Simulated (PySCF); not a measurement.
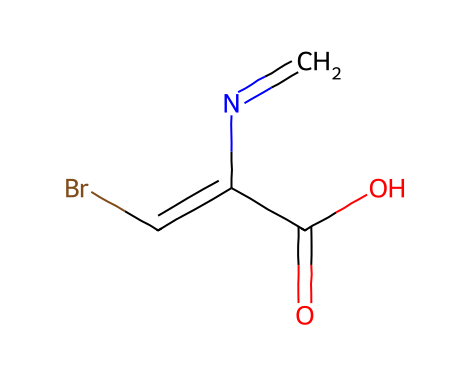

2D structure.

Transcribe the drawing into SMILES.

C=N/C(=C\Br)C(=O)O

What is the molecular formula?

C4H4BrNO2.

An optimisation with GFN2-xTB gave a structure of which point group?

C1. Other conformers may differ.

The parts below concern this one geometry. Atoms keep their numbers from picture to picture. Computed geometry: GFN2-xTB optimisation. No frequency run is at hand to confirm it as a minimum.

**Shape**

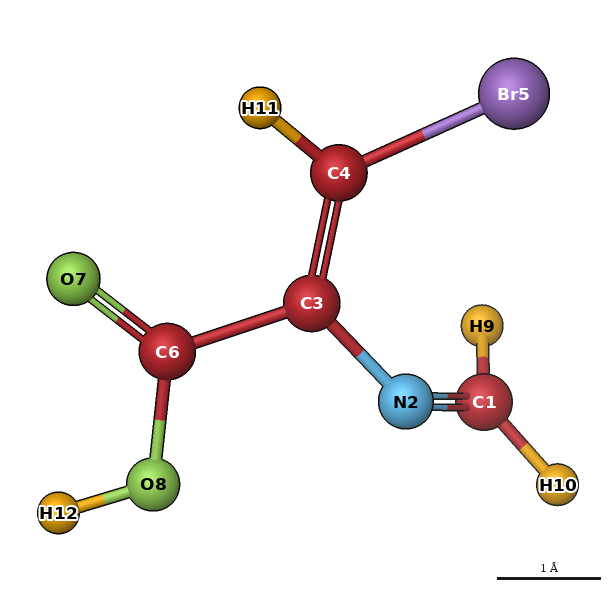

No frequency run is at hand to confirm it as a minimum.

How are the neighbours of atom 4 arranged?

C4 has 3 neighbours (C3 at 1.34, Br5 at 1.87, H11 at 1.08 Å); the arrangement is trigonal planar.

How are the neighbours of atom 2 arranged?

N2 has 2 neighbours (C1 at 1.25, C3 at 1.37 Å); the arrangement is bent.

What is the geometry at C3?

C3 has 3 neighbours (N2 at 1.37, C4 at 1.34, C6 at 1.49 Å); the arrangement is trigonal planar.

How are the neighbours of atom 1 arranged?

C1 has 3 neighbours (N2 at 1.25, H9 at 1.09, H10 at 1.08 Å); the arrangement is trigonal planar.

What is the dihedral angle N2–C3–C4–Br5?

7° in size, that is syn (eclipsed).

**Dipole moment**

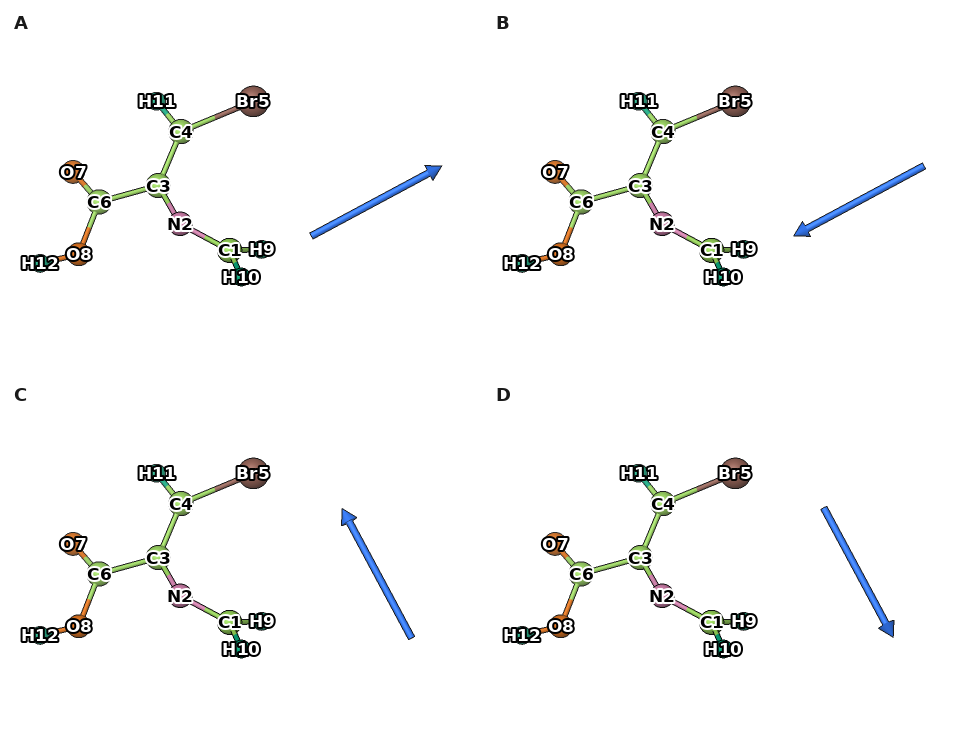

The same molecule four times, each with an arrow. No frequency run is at hand to confirm it as a minimum. Properties computed with CAM-B3LYP/def2-SVPD, gas phase (PySCF 2.14.0).

Which arrow points along the dipole moment, from the negative to the positive end?

D. The dipole moment is 2.37 D; it points from the side of H11 to the side of H10 (the outermost atoms at the two ends).

**Excitation**

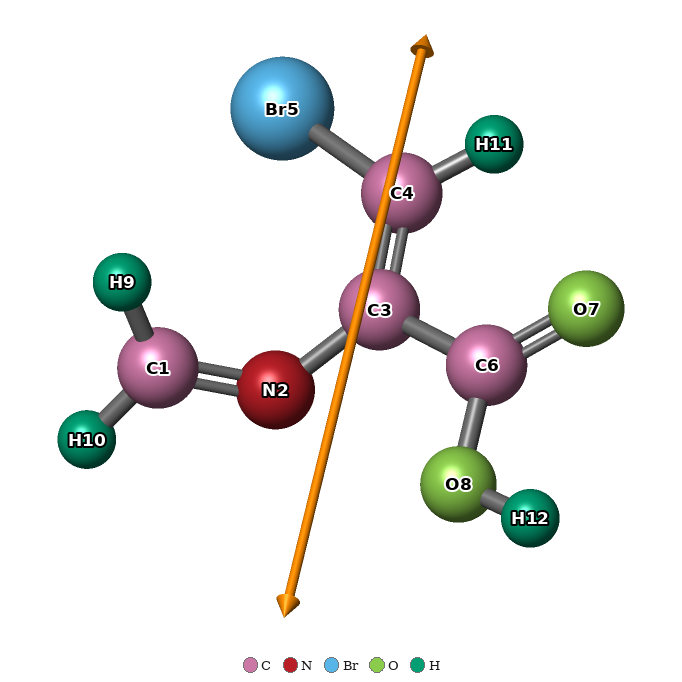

The double arrow shows the direction of the transition dipole to excited singlet state 1 (its length means nothing). No frequency run is at hand to confirm it as a minimum. Method: TDDFT CAM-B3LYP/def2-SVPD, vertical, gas phase, core orbitals frozen in the response (PySCF 2.14.0).

How is the transition polarised?

Nearly parallel to the C3–C4 bond.

Where does the transition lie, and how strong is it?

4.16 eV (298 nm), oscillator strength 0.051, mainly HOMO → LUMO (weight 0.51); transition dipole 1.80 D.

**Polarisability**

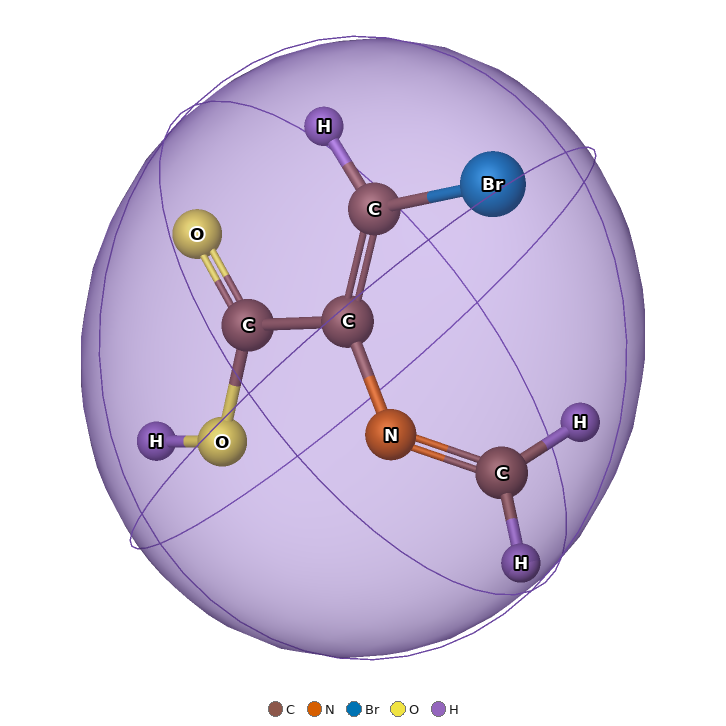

The ellipsoid shows the static dipole polarisability: its half-axes are proportional to the principal values. No frequency run is at hand to confirm it as a minimum. Level of theory: CAM-B3LYP/def2-SVPD (PySCF 2.14.0).

How large and how anisotropic is the polarisability?

Principal values 57.2, 92.3, 111.1 bohr³; mean 86.9 bohr³ (12.88 Å³); anisotropy 47.4 bohr³, so the longest axis is 1.94 times the shortest.

The geometry is semi-empirical. Around Br such bond lengths and angles can be off by a tenth of an ångström or more and by several degrees, and values that hang on the shape move with them.
